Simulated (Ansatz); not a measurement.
# Copper, bcc under PBEsol: ground state and equation of state, part 2 of 2

The plan for copper in the bcc structure: relax it, solve it on a dense k-mesh, then scale the cell to 7 volumes from 88 to 112 % of the relaxed one and try a fit of the equation of state. Spin polarisation is left out. The k-meshes are 15×15×15 for the relaxation; 25×25×25 for the dense run; 17×17×17 for the volumes.

Ansatz 0.2.0; DFT, PBEsol, plane waves (420 eV) with PAW, scalar-relativistic.

## 5. The cell scaled to 92 % of its volume

This is Cu in the bcc structure; at room conditions it is fcc.

input.yaml reads:

```yaml
crystal:
  lattice:
    - [-1.3770279882, 1.3770279882, 1.3770279882]
    - [1.3770279882, -1.3770279882, 1.3770279882]
    - [1.3770279882, 1.3770279882, -1.3770279882]
  atoms:
    - { symbol: Cu, position: [0.0, 0.0, 0.0] }
hamiltonian:
  xc: pbesol
  pseudopotentials:
    kind: paw
    azcp:
      Cu: "pseudopotentials/Cu.paw.azcp"
basis:
  ecutwfc: 420
  fft_grid_basis: typed
kpoints:
  mp_grid: { grid: [17, 17, 17], shift: [0, 0, 0] }
magnetization:
  spin_polarized: false
scf:
  occupations: { method: fermi_dirac, width: 0.1 }
  lower_state_search: "off"
output:
  stress: true
```

Log, cut to the lines that bear on the results:

```text
Warning: <dir> the record states the generating functional pbe (its physics header spells it `PBE`), which answers neither for hamiltonian.xc's functional nor for the pbesol family's — results may be inconsistent (PPs are generated against a specific XC)
Warning: RAYON_NUM_THREADS=2 ignored (pool sized by the plan → 2); use --threads N
[...]
Pseudopotentials: kind: paw
Pseudopotential: Cu, paw, valence charge 19, recommended cutoff 420 eV (normal), <dir>
Functional definition: PBEsol
[...]
Crystal: 1 atoms, lattice volume = 10.445 Å³
Basis set: ecut = 420 eV, 201 PW (Γ)
Bands: 14, of which v1, the nominal top of the filled ones, is band 10 counted from 1 (9 counted from 0)
Symmetry: 48 space group operations
Space group: Im-3m (ITA 229), of the structure as read, at distance tolerance 2.2e-5 Å
k-points: 165 of 4913
[...]
SCF iter   1: F=—  HF=-6588.702144 eV  |F-HF|=—  |Δ(HF+E_count)|=         —  Δρ=2.12e-2  dr2=2.34e-2  ethr=1.77e-3  ⟨swp⟩=5.2  Hψ=11644  notcnv=0
[...]
SCF iter   6: F=-6588.696436 eV  HF=-6588.696436 eV  |F-HF|=3.46e-11  |Δ(HF+E_count)|=  5.95e-10  Δρ=1.07e-6  dr2=6.41e-11  ethr=5.40e-11  ⟨swp⟩=2.3  Hψ=7873  notcnv=0
[...]
SCF converged after 6 iterations
Free energy (F): -6588.696436 eV
[...]
E sigma→0 (E₀):  -6588.692379 eV
Entropy (-TS):   -0.008114 eV (-8.114 meV/atom)
Fermi energy:    19.392257 eV
[...]
--- Stress (GPa, compression-positive) ---
       17.185700      -0.000000      -0.000000
       -0.000000      17.185700      -0.000000
        0.000000       0.000000      17.185700
  P = ⅓ Tr σ = 17.1857 GPa (171.857 kbar)
```

It took 1.2 s on 2 threads of Intel Xeon 6975P-C (Granite Rapids), shared host; peak memory 0.39 GiB.

## 6. The cell scaled to 96 % of its volume

Edit input.yaml of step 5 so:

```diff
@@ -2,5 +2,5 @@
   lattice:
-    - [-1.3770279882, 1.3770279882, 1.3770279882]
-    - [1.3770279882, -1.3770279882, 1.3770279882]
-    - [1.3770279882, 1.3770279882, -1.3770279882]
+    - [-1.3967024747, 1.3967024747, 1.3967024747]
+    - [1.3967024747, -1.3967024747, 1.3967024747]
+    - [1.3967024747, 1.3967024747, -1.3967024747]
   atoms:
@@ -25 +25,5 @@
   stress: true
+  write_density: true
+  write_potential: true
+  elf: true
+  volumetric_format: npy
```

Log, cut to the lines that bear on the results:

```text
Warning: <dir> the record states the generating functional pbe (its physics header spells it `PBE`), which answers neither for hamiltonian.xc's functional nor for the pbesol family's — results may be inconsistent (PPs are generated against a specific XC)
Warning: RAYON_NUM_THREADS=2 ignored (pool sized by the plan → 2); use --threads N
[...]
Pseudopotentials: kind: paw
Pseudopotential: Cu, paw, valence charge 19, recommended cutoff 420 eV (normal), <dir>
Functional definition: PBEsol
[...]
Crystal: 1 atoms, lattice volume = 10.899 Å³
Basis set: ecut = 420 eV, 201 PW (Γ)
Bands: 14, of which v1, the nominal top of the filled ones, is band 10 counted from 1 (9 counted from 0)
Symmetry: 48 space group operations
Space group: Im-3m (ITA 229), of the structure as read, at distance tolerance 2.2e-5 Å
k-points: 165 of 4913
[...]
SCF iter   1: F=—  HF=-6588.736945 eV  |F-HF|=—  |Δ(HF+E_count)|=         —  Δρ=2.11e-2  dr2=2.47e-2  ethr=1.77e-3  ⟨swp⟩=5.4  Hψ=11693  notcnv=0
[...]
SCF iter   6: F=-6588.731039 eV  HF=-6588.731039 eV  |F-HF|=1.82e-12  |Δ(HF+E_count)|=  6.31e-10  Δρ=1.28e-7  dr2=5.17e-13  ethr=3.31e-12  ⟨swp⟩=4.7  Hψ=11456  notcnv=0
[...]
SCF converged after 6 iterations
Free energy (F): -6588.731039 eV
[...]
E sigma→0 (E₀):  -6588.726855 eV
Entropy (-TS):   -0.008368 eV (-8.368 meV/atom)
Fermi energy:    18.364249 eV
[...]
--- Stress (GPa, compression-positive) ---
        7.615909       0.000000      -0.000000
        0.000000       7.615909      -0.000000
       -0.000000       0.000000       7.615909
  P = ⅓ Tr σ = 7.6159 GPa (76.159 kbar)
--- Band table (eV; the first three rows and the last of 165) ---
  k-point 0: bands = ["-94.0729", "-51.5103", "-51.5103", "-51.5103", "8.3076", "15.0380", "15.0380", "15.0380", "16.2024", "16.2024", "44.2185", "44.2185", "44.2185", "48.3685"]
[...]
```

Run time: 1.1 s. Hardware: 2 threads of Intel Xeon 6975P-C (Granite Rapids), shared host; peak memory 0.4 GiB.

Axes a, b and c in the maps are those of this run's conventional cell (a, b, c = 2.793, 2.793, 2.793 Å).

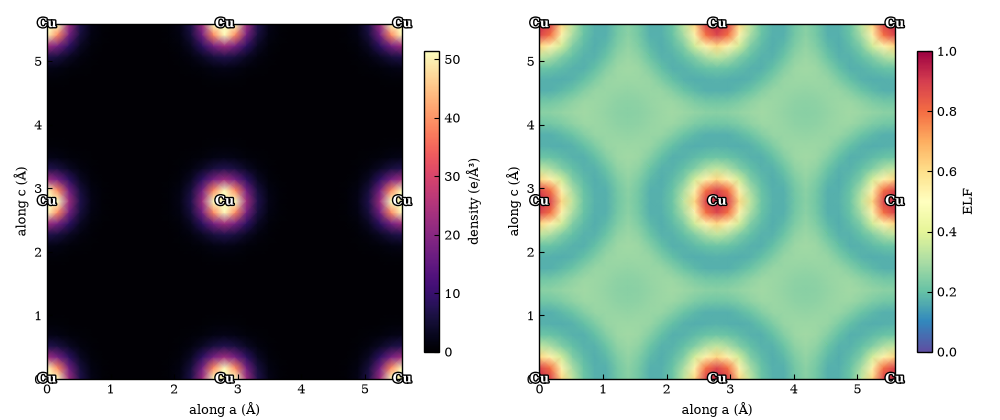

Density (left) and ELF (right) in a lattice plane of the grid's cell (edges 2.79 and 2.79 Å, at 0.000 of the third edge), which holds Cu. Only atoms in the plane are labelled; the density scale stops at 51.39 e/Å³. Both are smooth fields of the valence electrons: close to the nuclei they are not physical.

## 7. The cell scaled to 100 % of its volume

Edit input.yaml of step 6 so:

```diff
@@ -2,5 +2,5 @@
   lattice:
-    - [-1.3967024747, 1.3967024747, 1.3967024747]
-    - [1.3967024747, -1.3967024747, 1.3967024747]
-    - [1.3967024747, 1.3967024747, -1.3967024747]
+    - [-1.4158377631, 1.4158377631, 1.4158377631]
+    - [1.4158377631, -1.4158377631, 1.4158377631]
+    - [1.4158377631, 1.4158377631, -1.4158377631]
   atoms:
@@ -25,5 +25 @@
   stress: true
-  write_density: true
-  write_potential: true
-  elf: true
-  volumetric_format: npy
```

Log, cut to the lines that bear on the results:

```text
Warning: <dir> the record states the generating functional pbe (its physics header spells it `PBE`), which answers neither for hamiltonian.xc's functional nor for the pbesol family's — results may be inconsistent (PPs are generated against a specific XC)
Warning: RAYON_NUM_THREADS=2 ignored (pool sized by the plan → 2); use --threads N
[...]
Pseudopotentials: kind: paw
Pseudopotential: Cu, paw, valence charge 19, recommended cutoff 420 eV (normal), <dir>
Functional definition: PBEsol
[...]
Crystal: 1 atoms, lattice volume = 11.353 Å³
Basis set: ecut = 420 eV, 225 PW (Γ)
Bands: 14, of which v1, the nominal top of the filled ones, is band 10 counted from 1 (9 counted from 0)
Symmetry: 48 space group operations
Space group: Im-3m (ITA 229), of the structure as read, at distance tolerance 2.2e-5 Å
k-points: 165 of 4913
[...]
SCF iter   1: F=—  HF=-6588.747651 eV  |F-HF|=—  |Δ(HF+E_count)|=         —  Δρ=2.11e-2  dr2=2.61e-2  ethr=1.77e-3  ⟨swp⟩=5.4  Hψ=11531  notcnv=0
[...]
SCF iter   6: F=-6588.741535 eV  HF=-6588.741535 eV  |F-HF|=0.00e0  |Δ(HF+E_count)|=  5.17e-10  Δρ=1.19e-7  dr2=4.66e-13  ethr=3.69e-12  ⟨swp⟩=1.4  Hψ=6886  notcnv=0
[...]
SCF converged after 6 iterations
Free energy (F): -6588.741535 eV
[...]
E sigma→0 (E₀):  -6588.737194 eV
Entropy (-TS):   -0.008682 eV (-8.682 meV/atom)
Fermi energy:    17.421815 eV
[...]
--- Stress (GPa, compression-positive) ---
        0.090267      -0.000000      -0.000000
       -0.000000       0.090267      -0.000000
       -0.000000       0.000000       0.090267
  P = ⅓ Tr σ = 0.0903 GPa (0.903 kbar)
```

Wall time 0.98 s (2 threads of Intel Xeon 6975P-C (Granite Rapids), shared host); peak memory 0.37 GiB.

## 8. The cell scaled to 104 % of its volume

Edit input.yaml of step 7 so:

```diff
@@ -2,5 +2,5 @@
   lattice:
-    - [-1.4158377631, 1.4158377631, 1.4158377631]
-    - [1.4158377631, -1.4158377631, 1.4158377631]
-    - [1.4158377631, 1.4158377631, -1.4158377631]
+    - [-1.434469344, 1.434469344, 1.434469344]
+    - [1.434469344, -1.434469344, 1.434469344]
+    - [1.434469344, 1.434469344, -1.434469344]
   atoms:
```

Log, cut to the lines that bear on the results:

```text
Warning: <dir> the record states the generating functional pbe (its physics header spells it `PBE`), which answers neither for hamiltonian.xc's functional nor for the pbesol family's — results may be inconsistent (PPs are generated against a specific XC)
Warning: RAYON_NUM_THREADS=2 ignored (pool sized by the plan → 2); use --threads N
[...]
Pseudopotentials: kind: paw
Pseudopotential: Cu, paw, valence charge 19, recommended cutoff 420 eV (normal), <dir>
Functional definition: PBEsol
[...]
Crystal: 1 atoms, lattice volume = 11.807 Å³
Basis set: ecut = 420 eV, 225 PW (Γ)
Bands: 14, of which v1, the nominal top of the filled ones, is band 10 counted from 1 (9 counted from 0)
Symmetry: 48 space group operations
Space group: Im-3m (ITA 229), of the structure as read, at distance tolerance 2.3e-5 Å
k-points: 165 of 4913
[...]
SCF iter   1: F=—  HF=-6588.739402 eV  |F-HF|=—  |Δ(HF+E_count)|=         —  Δρ=2.12e-2  dr2=2.77e-2  ethr=1.77e-3  ⟨swp⟩=5.3  Hψ=11503  notcnv=0
[...]
SCF iter   6: F=-6588.733068 eV  HF=-6588.733068 eV  |F-HF|=2.73e-12  |Δ(HF+E_count)|=  4.98e-10  Δρ=1.55e-7  dr2=8.97e-13  ethr=6.65e-12  ⟨swp⟩=1.4  Hψ=6869  notcnv=0
[...]
SCF converged after 6 iterations
Free energy (F): -6588.733068 eV
[...]
E sigma→0 (E₀):  -6588.728548 eV
Entropy (-TS):   -0.009041 eV (-9.041 meV/atom)
Fermi energy:    16.555595 eV
[...]
--- Stress (GPa, compression-positive) ---
       -5.824204      -0.000000       0.000000
        0.000000      -5.824204      -0.000000
        0.000000      -0.000000      -5.824204
  P = ⅓ Tr σ = -5.8242 GPa (-58.242 kbar)
```

Wall time 0.76 s (2 threads of Intel Xeon 6975P-C (Granite Rapids), shared host); peak memory 0.39 GiB.

## 9. The cell scaled to 108 % of its volume

Edit input.yaml of step 8 so:

```diff
@@ -2,5 +2,5 @@
   lattice:
-    - [-1.434469344, 1.434469344, 1.434469344]
-    - [1.434469344, -1.434469344, 1.434469344]
-    - [1.434469344, 1.434469344, -1.434469344]
+    - [-1.4526291116, 1.4526291116, 1.4526291116]
+    - [1.4526291116, -1.4526291116, 1.4526291116]
+    - [1.4526291116, 1.4526291116, -1.4526291116]
   atoms:
@@ -25 +25,5 @@
   stress: true
+  write_density: true
+  write_potential: true
+  elf: true
+  volumetric_format: npy
```

Log, cut to the lines that bear on the results:

```text
Warning: <dir> the record states the generating functional pbe (its physics header spells it `PBE`), which answers neither for hamiltonian.xc's functional nor for the pbesol family's — results may be inconsistent (PPs are generated against a specific XC)
Warning: RAYON_NUM_THREADS=2 ignored (pool sized by the plan → 2); use --threads N
[...]
Pseudopotentials: kind: paw
Pseudopotential: Cu, paw, valence charge 19, recommended cutoff 420 eV (normal), <dir>
Functional definition: PBEsol
[...]
Crystal: 1 atoms, lattice volume = 12.261 Å³
Basis set: ecut = 420 eV, 225 PW (Γ)
Bands: 14, of which v1, the nominal top of the filled ones, is band 10 counted from 1 (9 counted from 0)
Symmetry: 48 space group operations
Space group: Im-3m (ITA 229), of the structure as read, at distance tolerance 2.3e-5 Å
k-points: 165 of 4913
[...]
SCF iter   1: F=—  HF=-6588.716273 eV  |F-HF|=—  |Δ(HF+E_count)|=         —  Δρ=2.12e-2  dr2=2.92e-2  ethr=1.77e-3  ⟨swp⟩=5.4  Hψ=11524  notcnv=0
[...]
SCF iter   6: F=-6588.709728 eV  HF=-6588.709728 eV  |F-HF|=1.82e-12  |Δ(HF+E_count)|=   1.85e-9  Δρ=1.84e-7  dr2=1.89e-12  ethr=1.07e-11  ⟨swp⟩=5.0  Hψ=11563  notcnv=0
[...]
SCF converged after 6 iterations
Free energy (F): -6588.709728 eV
[...]
E sigma→0 (E₀):  -6588.705022 eV
Entropy (-TS):   -0.009411 eV (-9.411 meV/atom)
Fermi energy:    15.757400 eV
[...]
--- Stress (GPa, compression-positive) ---
      -10.458325      -0.000000       0.000000
       -0.000000     -10.458325       0.000000
       -0.000000       0.000000     -10.458325
  P = ⅓ Tr σ = -10.4583 GPa (-104.583 kbar)
--- Band table (eV; the first three rows and the last of 165) ---
  k-point 0: bands = ["-96.3696", "-53.8392", "-53.8392", "-53.8392", "6.6379", "12.8283", "12.8283", "12.8283", "13.8083", "13.8083", "40.4775", "40.4775", "40.4775", "43.0524"]
[...]
```

Run time: 1.1 s. Hardware: 2 threads of Intel Xeon 6975P-C (Granite Rapids), shared host; peak memory 0.39 GiB.

## 10. The cell scaled to 112 % of its volume

Edit input.yaml of step 9 so:

```diff
@@ -2,5 +2,5 @@
   lattice:
-    - [-1.4526291116, 1.4526291116, 1.4526291116]
-    - [1.4526291116, -1.4526291116, 1.4526291116]
-    - [1.4526291116, 1.4526291116, -1.4526291116]
+    - [-1.4703458468, 1.4703458468, 1.4703458468]
+    - [1.4703458468, -1.4703458468, 1.4703458468]
+    - [1.4703458468, 1.4703458468, -1.4703458468]
   atoms:
@@ -25,5 +25 @@
   stress: true
-  write_density: true
-  write_potential: true
-  elf: true
-  volumetric_format: npy
```

Log, cut to the lines that bear on the results:

```text
Warning: <dir> the record states the generating functional pbe (its physics header spells it `PBE`), which answers neither for hamiltonian.xc's functional nor for the pbesol family's — results may be inconsistent (PPs are generated against a specific XC)
Warning: RAYON_NUM_THREADS=2 ignored (pool sized by the plan → 2); use --threads N
[...]
Pseudopotentials: kind: paw
Pseudopotential: Cu, paw, valence charge 19, recommended cutoff 420 eV (normal), <dir>
Functional definition: PBEsol
[...]
Crystal: 1 atoms, lattice volume = 12.715 Å³
Basis set: ecut = 420 eV, 249 PW (Γ)
Bands: 14, of which v1, the nominal top of the filled ones, is band 10 counted from 1 (9 counted from 0)
Symmetry: 48 space group operations
Space group: Im-3m (ITA 229), of the structure as read, at distance tolerance 2.3e-5 Å
k-points: 165 of 4913
[...]
SCF iter   1: F=—  HF=-6588.681478 eV  |F-HF|=—  |Δ(HF+E_count)|=         —  Δρ=2.13e-2  dr2=3.08e-2  ethr=1.77e-3  ⟨swp⟩=5.4  Hψ=11509  notcnv=0
[...]
SCF iter   6: F=-6588.674749 eV  HF=-6588.674749 eV  |F-HF|=1.82e-12  |Δ(HF+E_count)|=   3.09e-9  Δρ=3.42e-7  dr2=7.56e-12  ethr=2.51e-11  ⟨swp⟩=1.8  Hψ=6965  notcnv=0
[...]
SCF converged after 6 iterations
Free energy (F): -6588.674749 eV
[...]
E sigma→0 (E₀):  -6588.669872 eV
Entropy (-TS):   -0.009754 eV (-9.754 meV/atom)
Fermi energy:    15.019870 eV
[...]
--- Stress (GPa, compression-positive) ---
      -14.071896       0.000000       0.000000
       -0.000000     -14.071896      -0.000000
       -0.000000       0.000000     -14.071896
  P = ⅓ Tr σ = -14.0719 GPa (-140.719 kbar)
```

It took 0.9 s on 2 threads of Intel Xeon 6975P-C (Granite Rapids), shared host; peak memory 0.39 GiB.

## 11. Fitting the volumes

The cell was scaled evenly, with its shape and the fractional positions fixed.

| V (Å³/atom) | E − E₀ (meV/atom) | P from the stress (GPa) | P from the fit (GPa) |
| --- | --- | --- | --- |
| 9.990 | 110.0 | 29.36 | 29.37 |
| 10.445 | 44.8 | 17.19 | 17.14 |
| 10.899 | 10.3 | 7.62 | 7.56 |
| 11.353 | 0.0 | 0.09 | 0.03 |
| 11.807 | 8.6 | -5.82 | -5.88 |
| 12.261 | 32.2 | -10.46 | -10.52 |
| 12.715 | 67.3 | -14.07 | -14.16 |

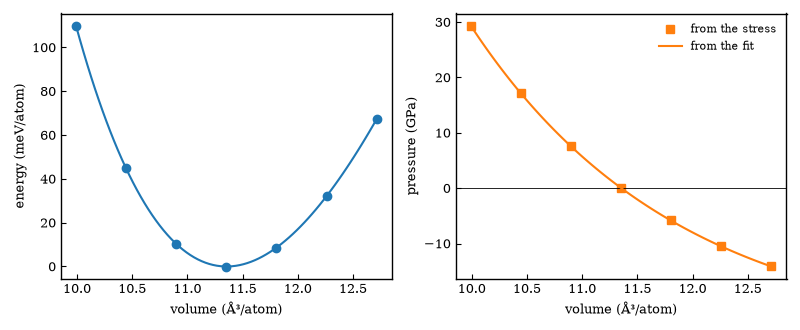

Energy and pressure against volume; the lines are the Birch-Murnaghan fit.

A third-order Birch-Murnaghan fit gives V₀ = 11.355 Å³/atom, B₀ = 166 GPa and B₀′ = 5.0; it misses no point by more than 0.02 meV/atom.

Fit and stress differ a little: one follows E(σ → 0), the other the smeared free energy.

## 12. Results

The summary covers parts 1 to 2.

| quantity | value |
| --- | --- |
| space group (spins left aside) | Im-3m (No. 229) |
| conventional cell | a = 2.832 Å |
| volume | 11.353 Å³/atom |
| shortest distance | 2.452 Å |
| gap on the mesh | none (levels filled in part) |
| relative to fcc | +38 meV/atom |
| V₀, B₀, B₀′ | 11.355 Å³/atom, 166 GPa, 5.0 |

From the guessed start the volume shrank by 3.9 % in 5 steps. Against the reference form of copper (fcc, computed apart with the same settings) it stands 38 meV/atom higher. No gap shows: it is a metal or semimetal at this level. The fitted modulus is 166 GPa. The symmetry was held, so the structure may be unstable against distortions that break it.
